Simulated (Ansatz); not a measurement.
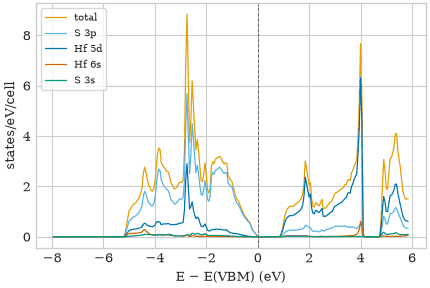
Fig. 1. Total and projected density of states of HfS2 (CdI2 type, P-3m1), PBE+D3(BJ) (plane waves, PAW; program Ansatz)

Problem. Which orbitals carry the states next to the gap?

Solution. Top 1 eV of the valence band: S 3p 91 %, Hf 5d 6 %. Bottom 1 eV of the conduction band: Hf 5d 72 %, S 3p 20 %. Projections are on Löwdin-orthogonalised atomic valence shells; empty p or d shells of many metals are not among them.

Problem. Where is the tallest occupied peak in this window, and what makes it?

Solution. Near -2.8 eV, about 8.8 states/eV per cell; the largest projected share is S 3p.

Symmetry was held in the PBE+D3(BJ) relaxation; phonons on a q-mesh show no instability. No spin polarisation was allowed. Spin–orbit coupling is left out wherever it is not named.

Potentials: the later of the program's two PAW sets.
